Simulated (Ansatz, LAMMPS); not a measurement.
**Free surface of ionic liquid triethylsulfonium formate with water, from a frame at 440 K (81 atoms): geometry optimisation**

Aim: bring free surface of ionic liquid triethylsulfonium formate with water, from a frame at 440 K (81 atoms) to a nearby minimum of the energy and see what moves.

Method: Kohn-Sham DFT, RPBE+D3(BJ), PAW (set soft_2), plane waves, in Ansatz 0.2.0.

### Step 1. Starting point

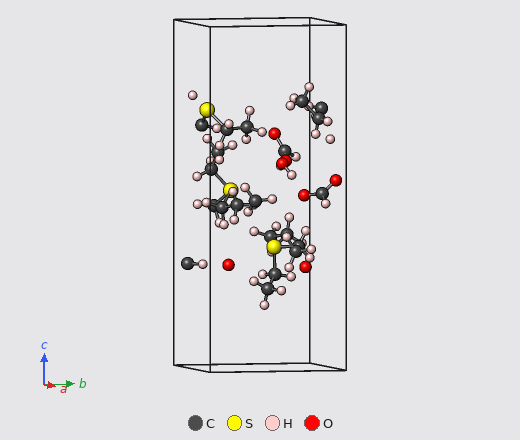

Start, viewed from the side, with the c axis up; carbon dark grey, sulfur yellow, hydrogen pink, oxygen red. Bonds to atoms that aren't drawn are left out.

The cell holds 81 atoms: 21 C, 3 S, 50 H and 7 O. Its edges and angles: a = 8.824 Å, b = 8.824 Å, c = 21.677 Å, α = 90.0°, β = 90.0°, γ = 90.0°. 3 triethylsulfonium, 3 formate, 1 H2O placed at random, at 0.933 g/cm³, as a film with 10 Å of vacuum; overlaps pushed apart, then 10 ps at 490 K with MMFF94 bonds, angles, torsions, charges and radii (Halgren, J. Comput. Chem. 17, 490 (1996)) in harmonic and 12-6 forms; SPC/E water (Berendsen, Grigera and Straatsma, J. Phys. Chem. 91, 6269 (1987)); charges of ions scaled by 0.8. Snapshot after 30 ps at 440 K and fixed volume. Vacuum lies along c.

What the set-up can't give: The network of contacts between molecules at the start is that of the classical potential that made the cell. The Brillouin zone is sampled at Γ only, in a cell whose shortest periodic width is 9 Å.

### Step 2. Single point at the start

A single point comes first, to see the forces before anything moves.

input.yaml

```yaml
crystal:
  lattice:
    - [8.82358, 0.0, 0.0]
    - [0.0, 8.82358, 0.0]
    - [0.0, 0.0, 21.67701]
  atoms:
    - { symbol: C, position: [0.81628, 0.3204, 0.2767] }
    - { symbol: C, position: [0.87872, 0.15552, 0.27204] }
    - { symbol: S, position: [0.78304, 0.03546, 0.32718] }
    - { symbol: C, position: [0.60864, 0.04319, 0.27979] }
    [... 71 atom lines left out ...]
    - { symbol: C, position: [0.01336, 0.09863, 0.86617] }
    - { symbol: O, position: [0.04997, 0.95563, 0.85207] }
    - { symbol: H, position: [0.10896, 0.18459, 0.86586] }
    - { symbol: O, position: [0.63458, 0.6284, 0.16575] }
    - { symbol: H, position: [0.69648, 0.68059, 0.13347] }
    - { symbol: H, position: [0.52447, 0.64541, 0.1573] }
kpoints:
  mp_grid: { grid: [1, 1, 1] }
hamiltonian:
  xc: rpbe
  dispersion: d3bj
scf:
  occupations: { method: fixed }
output:
  forces: true
  populations: true
  dos:
    method: { smearing: { sigma: 0.1 } }
    de: 0.1
    projected: { site_lists: { C: [C], H: [H], O: [O], S: [S] } }
  eigenvalues: true
```

Run with:

```
$ ansatz run input.yaml --threads 4 --pin off --max-ram 8192MiB --backend cpu --events-out ev --progress --plain --runs-dir out
```

The job ended after 9.4 s (4 threads of Arm Neoverse V2, shared host; peak memory 1.3 GiB).

Numbers from this run:

| Property | Result |
| --- | --- |
| free energy | -12809.5391 eV |
| free energy per atom | -158.1425 eV/atom |
| SCF cycles | 11 |
| r.m.s. force component | 1.032 eV/Å |
| longest force | 4.114 eV/Å |
| Fermi energy | -1.381 eV |
| gap (highest filled to lowest empty level) | 1.402 eV |
| spilling of the projection | 0.01572 |

The r.m.s. force component of 1.0 eV/Å sets the starting point.

Neighbours are counted within 1.34 Å (H-C), 1.21 Å (H-O), 1.85 Å (C-C), 1.73 Å (C-O), 2.21 Å (C-S).

Length of the force by element and coordination:

| element | coordination | atoms | mean length of the force (eV/Å) | spread | least | most |
| --- | --- | --- | --- | --- | --- | --- |
| C | all | 21 | 2.24 | 0.895 | 0.591 | 4.11 |
| C | 3 | 3 | 2.71 | 0.540 | 1.95 | 3.18 |
| C | 4 | 18 | 2.16 | 0.918 | 0.591 | 4.11 |
| H | all | 50 | 1.13 | 0.573 | 0.366 | 3.71 |
| O | all | 7 | 1.88 | 1.04 | 0.943 | 3.60 |
| O | 1 | 6 | 2.02 | 1.06 | 0.943 | 3.60 |
| O | 2 | 1 | 1.07 | 0 | 1.07 | 1.07 |
| S | all | 3 | 2.75 | 0.548 | 1.99 | 3.25 |

### Step 3. Relaxation

The atoms are relaxed in the fixed cell, aiming at the force tolerance of the input.

input.yaml, the sections that differ from step 2:

```yaml
output:
  forces: true
relax:
  f_tol: 0.05
  max_steps: 200
# crystal, kpoints, hamiltonian, scf: as in step 2
```

Wall time 6.6 min (4 threads); peak memory 1.3 GiB; 25 min of CPU time.

Relaxation path (22 of 108):

| step | energy less that of the first step (eV) | largest force component (eV/Å) |
| --- | --- | --- |
| 1 | 0.0000 | 3.5022 |
| 6 | -5.0459 | 1.1364 |
| 11 | -5.8184 | 0.9394 |
| 16 | -6.2003 | 0.3547 |
| 21 | -6.4398 | 0.2401 |
| 26 | -6.5694 | 0.4231 |
| 32 | -6.6567 | 0.6927 |
| 37 | -6.7279 | 0.3622 |
| 42 | -6.7635 | 0.2323 |
| 47 | -6.8016 | 0.2769 |
| 52 | -6.8402 | 0.1733 |
| 57 | -6.8694 | 0.0689 |
| 62 | -6.8942 | 0.1068 |
| 67 | -6.9110 | 0.0777 |
| 72 | -6.9174 | 0.1569 |
| 77 | -6.9217 | 0.2639 |
| 83 | -6.9282 | 0.1415 |
| 88 | -6.9324 | 0.0511 |
| 93 | -6.9380 | 0.0313 |
| 98 | -6.9462 | 0.1397 |
| 103 | -6.9503 | 0.0562 |
| 108 | -6.9513 | 0.0274 |

Relaxation steps 28, 32, 40, 51, 55, 61, 73, 74 and 8 more were tried and not accepted.

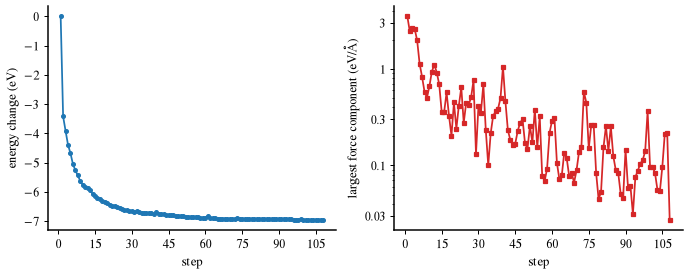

Energy and largest force along the relaxation.

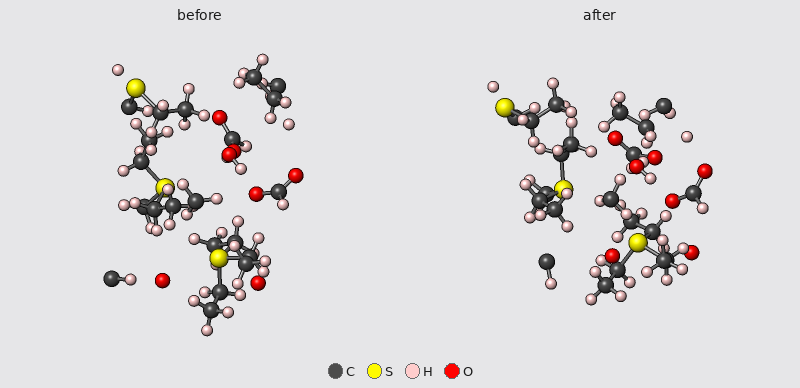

The structure before and after the relaxation, drawn at the same scale. Bonds to atoms that aren't drawn are left out.

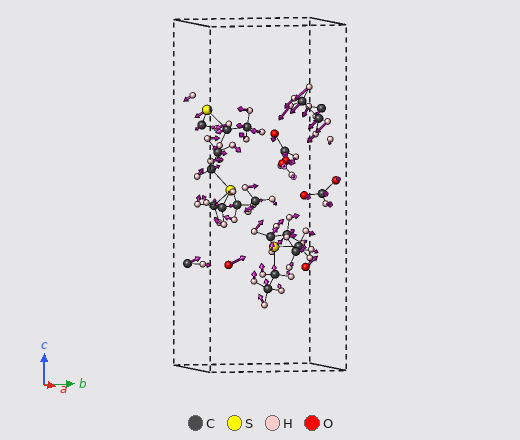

Displacements in the relaxation, scaled; the longest in the cell stands for 3.51 Å. Bonds to atoms that aren't drawn are left out.

The atoms that moved most (Å):

| atom | dx | dy | dz | length |
| --- | --- | --- | --- | --- |
| O75 | 2.626 | 1.905 | 1.352 | 3.515 |
| H21 | -1.716 | -1.382 | -2.288 | 3.176 |
| H20 | -0.920 | -2.003 | -1.919 | 2.923 |
| C7 | -1.219 | -1.438 | -1.817 | 2.619 |
| H10 | 1.316 | -2.224 | 0.373 | 2.611 |
| H19 | -0.940 | -1.571 | -1.728 | 2.517 |
| O77 | 0.763 | 1.548 | 1.559 | 2.326 |
| H22 | -1.221 | -1.120 | -1.538 | 2.261 |

The relaxation changed the energy by -85.8 meV/atom, and atoms moved by 1.6 Å r.m.s., 3.5 Å at most.

### Step 4. Distances and neighbours after relaxation

Bonds before and after, by the cutoffs listed below:

| pair | bonds before | bonds after | mean before (Å) | mean after (Å) | spread before (Å) | spread after (Å) |
| --- | --- | --- | --- | --- | --- | --- |
| H-C | 48 | 48 | 1.095 | 1.099 | 0.037 | 0.007 |
| H-O | 2 | 2 | 1.000 | 0.989 | 0.000 | 0.002 |
| C-C | 9 | 9 | 1.522 | 1.523 | 0.038 | 0.002 |
| C-O | 6 | 6 | 1.267 | 1.267 | 0.042 | 0.005 |
| C-S | 9 | 9 | 1.848 | 1.819 | 0.053 | 0.004 |

Normalised to the volume that the atoms fill. Pair distribution functions g(r), in bins of 0.2 Å:

| r (Å) | total | H-H | H-C | H-O | H-S | C-C | C-O |
| --- | --- | --- | --- | --- | --- | --- | --- |
| 0.90 | 0.26 | 0.00 | 0.00 | 2.45 | 0.00 | 0.00 | 0.00 |
| 1.10 | 5.12 | 0.00 | 15.98 | 0.00 | 0.00 | 0.00 | 0.00 |
| 1.30 | 0.46 | 0.00 | 0.00 | 0.00 | 0.00 | 0.00 | 10.25 |
| 1.50 | 0.53 | 0.13 | 0.00 | 0.00 | 0.00 | 7.15 | 0.00 |
| 1.70 | 1.34 | 3.42 | 0.00 | 0.37 | 0.00 | 0.00 | 0.00 |
| 1.90 | 0.48 | 0.29 | 0.00 | 0.35 | 0.00 | 0.00 | 0.00 |
| 2.10 | 1.44 | 0.00 | 3.48 | 3.04 | 0.00 | 0.00 | 0.00 |
| 2.30 | 0.88 | 0.62 | 0.24 | 0.88 | 8.80 | 0.00 | 0.00 |
| 2.50 | 1.20 | 2.63 | 0.12 | 1.46 | 0.00 | 0.00 | 0.00 |
| 2.70 | 0.85 | 0.86 | 0.70 | 0.99 | 0.00 | 0.48 | 0.00 |
| 2.90 | 1.21 | 0.81 | 1.52 | 0.55 | 4.39 | 1.62 | 0.00 |
| 3.10 | 1.08 | 1.33 | 0.82 | 1.34 | 1.47 | 0.00 | 2.26 |
| 3.30 | 0.79 | 0.69 | 0.60 | 1.18 | 0.25 | 1.19 | 2.53 |
| 3.50 | 0.70 | 0.45 | 0.92 | 0.94 | 0.00 | 0.75 | 1.58 |
| 3.70 | 1.10 | 0.86 | 1.03 | 1.17 | 2.16 | 1.35 | 2.42 |
| 3.90 | 0.96 | 1.00 | 0.79 | 1.38 | 0.17 | 0.62 | 1.63 |
| 4.10 | 0.97 | 0.91 | 0.71 | 2.02 | 0.32 | 1.74 | 0.49 |
| 4.30 | 1.11 | 0.99 | 1.34 | 1.01 | 0.89 | 1.11 | 1.05 |
| 4.50 | 0.92 | 0.85 | 1.03 | 0.87 | 0.68 | 0.91 | 1.25 |
| 4.70 | 1.06 | 1.20 | 1.00 | 1.32 | 0.37 | 0.84 | 1.38 |
| 4.90 | 1.10 | 1.08 | 1.22 | 1.42 | 0.46 | 0.77 | 0.81 |
| 5.10 | 0.96 | 0.99 | 0.78 | 1.07 | 0.83 | 0.99 | 1.61 |
| 5.30 | 1.01 | 0.96 | 1.05 | 1.12 | 1.15 | 1.04 | 0.98 |
| 5.50 | 0.85 | 0.97 | 0.80 | 0.58 | 0.54 | 1.41 | 0.74 |
| 5.70 | 0.83 | 0.69 | 0.98 | 0.79 | 1.08 | 0.51 | 1.11 |
| 5.90 | 0.80 | 0.81 | 0.70 | 0.91 | 1.08 | 0.74 | 1.03 |
| 6.10 | 0.93 | 0.89 | 0.90 | 1.04 | 0.87 | 0.89 | 1.11 |
| 6.30 | 0.93 | 0.94 | 0.87 | 1.00 | 0.68 | 0.98 | 0.84 |

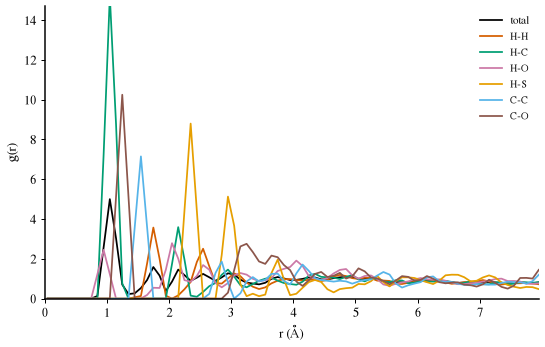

Pair distribution functions, lightly smoothed, with peaks cut at 14.

Bonds by pair of elements; cutoffs follow the first minimum of g(r), held within bounds set by covalent radii, and pairs that aren't listed don't count as bonded:

| pair A-B | cutoff (Å) | bonds | mean length (Å) | spread (Å) | shortest (Å) | B about A | A about B |
| --- | --- | --- | --- | --- | --- | --- | --- |
| H-C | 1.34 | 48 | 1.10 | 0.007 | 1.09 | 0.96 | 2.29 |
| H-O | 1.21 | 2 | 0.989 | 0.002 | 0.987 | 0.04 | 0.286 |
| C-C | 1.85 | 9 | 1.52 | 0.002 | 1.52 | 0.857 | 0.857 |
| C-O | 1.68 | 6 | 1.27 | 0.005 | 1.26 | 0.286 | 0.857 |
| C-S | 2.21 | 9 | 1.82 | 0.004 | 1.81 | 0.429 | 3 |

How many atoms have how many bonded neighbours:

| element | mean | 1 | 2 | 3 | 4 |
| --- | --- | --- | --- | --- | --- |
| C | 3.86 | 0 | 0 | 3 | 18 |
| H | 1 | 50 | 0 | 0 | 0 |
| O | 1.14 | 6 | 1 | 0 | 0 |
| S | 3 | 0 | 0 | 3 | 0 |

Bond angles (no mean is given where the spread exceeds 20°):

| angle | count | mean (°) | spread (°) |
| --- | --- | --- | --- |
| C-C-H | 45 | 111 | 1.7 |
| H-C-H | 36 | 109 | 1.2 |
| H-C-S | 18 | 105 | 1.8 |
| C-S-C | 9 | 102 | 1.2 |
| C-C-S | 9 | 110 | 1 |

Bond length by coordination (bonds to H left out):

| element | coordination | atoms | mean bond length (Å) |
| --- | --- | --- | --- |
| C | 3 | 3 | 1.27 |
| C | 4 | 18 | 1.62 |
| O | 1 | 6 | 1.27 |

With the cutoffs above, 86 % of C atoms have 4, all H atoms have 1, 86 % of O atoms have 1 and all S atoms have 3 bonded neighbours. The C-C-H angle averages 111° with a spread of 1.7°.

### Step 5. Single point at the relaxed geometry

The electronic structure is read at the final geometry, in a run of its own.

input.yaml

```yaml
crystal:
  lattice:
    - [8.82358, 0.0, 0.0]
    - [0.0, 8.82358, 0.0]
    - [0.0, 0.0, 21.67701]
  atoms:
    - { symbol: C, position: [0.91845, 0.12014, 0.29142] }
    - { symbol: C, position: [0.90324, 0.97498, 0.25393] }
    - { symbol: S, position: [0.74516, 0.86226, 0.28192] }
    - { symbol: C, position: [0.58128, 0.96826, 0.25469] }
    [... 71 atom lines left out ...]
    - { symbol: C, position: [0.17316, 0.2638, 0.90826] }
    - { symbol: O, position: [0.13643, 0.13109, 0.92399] }
    - { symbol: H, position: [0.19586, 0.28268, 0.85747] }
    - { symbol: O, position: [0.47268, 0.71506, 0.13406] }
    - { symbol: H, position: [0.53634, 0.77983, 0.10715] }
    - { symbol: H, position: [0.38237, 0.77767, 0.14256] }
kpoints:
  mp_grid: { grid: [1, 1, 1] }
hamiltonian:
  xc: rpbe
  dispersion: d3bj
scf:
  occupations: { method: fixed }
output:
  forces: true
  populations: true
  dos:
    method: { smearing: { sigma: 0.15 } }
    de: 0.1
    projected: { site_lists: { C: [C], H: [H], O: [O], S: [S] } }
  eigenvalues: true
  write_density: true
  write_potential: true
  volumetric_format: npy
  elf: true
```

The job ended after 10 s (4 threads; peak memory 1.3 GiB).

The program notes that the exchange-correlation potential is rough where the density is thin.

Read from the output:

```
free energy                                      : -12816.4904 eV
free energy per atom                             : -158.2283 eV/atom
SCF cycles                                       : 10
r.m.s. force component                           : 0.00544 eV/Å
longest force                                    : 0.03701 eV/Å
Fermi energy                                     : -2.124 eV
gap (highest filled to lowest empty level) : 3.275 eV
spilling of the projection                       : 0.01481
```

Löwdin charges by element and coordination (they lack the spilled electrons, 0.035 e an atom on average):

| element | coordination | atoms | mean charge (e) | spread | least | most |
| --- | --- | --- | --- | --- | --- | --- |
| C | all | 21 | -0.277 | 0.288 | -0.450 | 0.423 |
| C | 3 | 3 | 0.420 | 0.0025 | 0.417 | 0.423 |
| C | 4 | 18 | -0.393 | 0.0492 | -0.450 | -0.329 |
| H | all | 50 | 0.207 | 0.048 | 0.0725 | 0.376 |
| O | all | 7 | -0.575 | 0.074 | -0.755 | -0.534 |
| O | 1 | 6 | -0.545 | 0.0092 | -0.561 | -0.534 |
| O | 2 | 1 | -0.755 | 0 | -0.755 | -0.755 |
| S | all | 3 | 0.793 | 0.0315 | 0.748 | 0.817 |

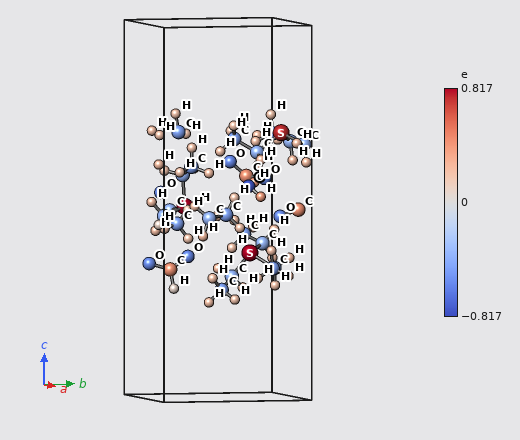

Atoms coloured by Löwdin charge. Bonds to atoms that aren't drawn are left out. Some periodic images of atoms are drawn too.

Density of states as counts of states in windows of 1 eV (from the Fermi level), total and the larger projections:

| from (eV) | to (eV) | total | C p | H s | O p | S p | C s |
| --- | --- | --- | --- | --- | --- | --- | --- |
| -18 | -17 | 6.5 | 1.1 | 0.6 | 0.0 | 0.1 | 1.7 |
| -17 | -16 | 0.9 | 0.1 | 0.1 | 0.0 | 0.0 | 0.3 |
| -16 | -15 | 1.6 | 0.1 | 0.4 | 0.0 | 0.1 | 1.0 |
| -15 | -14 | 10.4 | 0.6 | 2.5 | 0.0 | 0.7 | 6.4 |
| -14 | -13 | 3.7 | 0.6 | 0.9 | 0.0 | 0.0 | 1.6 |
| -13 | -12 | 2.3 | 0.4 | 0.6 | 0.0 | 0.0 | 1.0 |
| -12 | -11 | 5.8 | 1.0 | 1.8 | 0.0 | 0.4 | 2.3 |
| -11 | -10 | 8.5 | 1.7 | 2.7 | 0.0 | 0.5 | 3.1 |
| -10 | -9 | 3.8 | 1.1 | 1.1 | 0.0 | 0.2 | 0.9 |
| -9 | -8 | 4.8 | 1.2 | 1.0 | 1.0 | 0.0 | 0.8 |
| -8 | -7 | 14.4 | 8.2 | 3.2 | 0.5 | 1.6 | 0.4 |
| -7 | -6 | 17.1 | 9.8 | 4.2 | 1.4 | 1.1 | 0.2 |
| -6 | -5 | 21.7 | 12.1 | 4.5 | 3.1 | 0.6 | 0.1 |
| -5 | -4 | 35.6 | 18.2 | 8.5 | 6.1 | 1.3 | 0.1 |
| -4 | -3 | 19.9 | 9.0 | 5.2 | 2.4 | 2.7 | 0.0 |
| -3 | -2 | 4.4 | 0.9 | 0.7 | 0.9 | 1.6 | 0.0 |
| -2 | -1 | 3.0 | 0.1 | 0.0 | 2.8 | 0.0 | 0.0 |
| -1 | 0 | 16.0 | 0.3 | 1.0 | 14.3 | 0.0 | 0.1 |
| 0 | 1 | 1.0 | 0.0 | 0.1 | 0.8 | 0.0 | 0.0 |
| 1 | 3 | 0.0 | 0.0 | 0.0 | 0.0 | 0.0 | 0.0 |
| 3 | 4 | 10.9 | 1.9 | 1.5 | 0.0 | 2.3 | 1.2 |
| 4 | 5 | 17.0 | 3.2 | 2.5 | 0.6 | 2.0 | 1.2 |

With fixed occupations the program's Fermi level is the highest filled level; weight inside the gap is the broadening of levels at its edges.

Between -21 and -18 eV lie 13 more states.

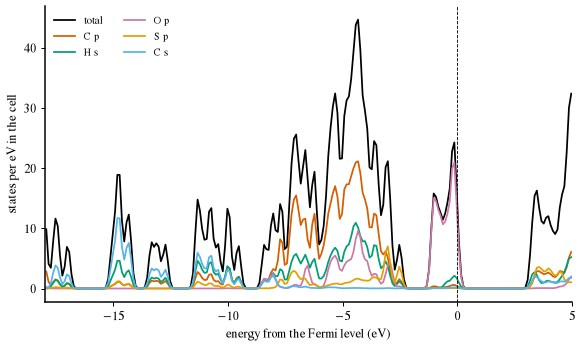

Total and projected density of states, with the broadening of the input.

The levels nearest the highest filled one (over half full), pooled over k-points and spins:

| level less the highest filled one (eV) | occupation |
| --- | --- |
| -0.498 | 2 |
| -0.377 | 2 |
| -0.191 | 2 |
| -0.167 | 2 |
| -0.143 | 2 |
| 0 | 2 |
| 3.27 | 0 |
| 3.42 | 0 |
| 3.50 | 0 |
| 3.68 | 0 |
| 3.87 | 0 |
| 4.02 | 0 |

Planar average of the electrostatic potential energy along the normal, with the Fermi level as zero, after a running mean with a triangular window 4 Å wide at its base:

| height (Å) | potential energy (eV) |
| --- | --- |
| 0.0 | 0.63 |
| 0.9 | 0.32 |
| 1.7 | 0.31 |
| 2.6 | 0.79 |
| 3.5 | 1.10 |
| 4.3 | 0.70 |
| 5.2 | 0.07 |
| 6.1 | 0.23 |
| 6.9 | 1.66 |
| 7.8 | 3.23 |
| 8.7 | 3.98 |
| 9.5 | 4.15 |
| 10.4 | 4.20 |
| 11.1 | 4.23 |
| 12.0 | 4.26 |
| 12.9 | 4.30 |
| 13.7 | 4.33 |
| 14.6 | 4.37 |
| 15.5 | 4.40 |
| 16.3 | 4.35 |
| 17.2 | 4.01 |
| 18.1 | 3.11 |
| 18.9 | 1.79 |
| 19.8 | 0.79 |
| 20.7 | 0.70 |
| 21.5 | 0.66 |

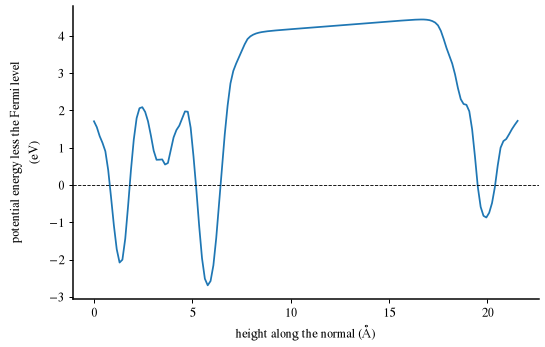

Planar average of the electrostatic potential energy; the dashed line is the Fermi level.

Mean Löwdin charges: C -0.28, H +0.21, O -0.57, S +0.79 e (they miss 1.5 % of the electrons, so they add up to more than the cell's charge). The potential slopes across the vacuum by 0.041 eV/Å: the slab bears a dipole, and with periodic images along the normal there is no flat vacuum level to read.

1 further run on a deliberately doubtful input is not shown.

### Step 6. What came out

```json
{
 "energy change in the relaxation": "-85.82 meV/atom",
 "r.m.s. displacement": "1.628 Å",
 "largest displacement": "3.515 Å",
 "free energy per atom": "-158.2283 eV/atom",
 "r.m.s. force component": "0.00544 eV/Å",
 "gap (highest filled to lowest empty level)": "3.275 eV",
 "wall time of the 3 DFT runs": "7 min"
}
```

Relaxation lowers the energy by 85.8 meV/atom and moves atoms by 1.6 Å r.m.s.; the r.m.s. force component goes from 1.0 to 0.0054 eV/Å, and the gap from 1.40 to 3.27 eV. By the final cutoffs no bond was broken or made. First to last step the energy falls by 6.951 eV; the largest move, 3.51 Å, is that of O75. The C-S bonds change most in mean length: from 1.848 Å (spread 0.053) to 1.819 Å (spread 0.004). With the cutoffs above, 86 % of C atoms have 4, all H atoms have 1, 86 % of O atoms have 1 and all S atoms have 3 bonded neighbours. The highest filled and lowest empty levels differ by 3.27 eV (at Γ alone); a semilocal functional tends to put such gaps too low.

What to keep in mind: The network of contacts between molecules at the start is that of the classical potential that made the cell; in DFT atoms moved by 1.6 Å r.m.s. The slab bears a dipole and has periodic images along its normal, so a spurious field crosses the vacuum.

[Logs are printed without paths, hosts, clocks, repeated set-up lines and the standing remarks that a program may print on its own settings, such as how far it seeks lower states.]

[Hosts, paths, dates, database ids (printed as entryN), source tags and the programs' standing remarks are cut or masked in the printed files.]

[The MMFF94 radii named for the starting cell were scaled by 0.96; in molecules described by MMFF94, hydrogen bound to N, O or S took a small fixed 12-6 site in their place.]
